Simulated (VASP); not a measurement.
Band structure of Cd$_{4}$S$_{3}$Se (ordered alloy cell). Method: PBEsol GGA, VASP's PBE PAW potentials (set 64) (plane waves; VASP).

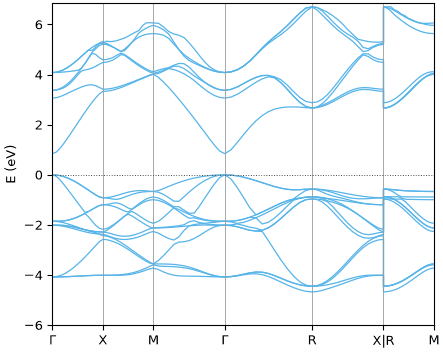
Bands along high-symmetry lines, zero at the valence-band maximum or, without a gap, the Fermi level

Question: Read the plot: is there a gap, and where are the band edges?

Answer: The gap is direct, 0.85 eV, from the valence maximum at Γ to the conduction minimum at Γ. (Edges off the drawn lines would not show.)

The structure was generated: Cd4S3Se was put into an ordered model structure (P-43m), which need not be its known phase. It was relaxed first.
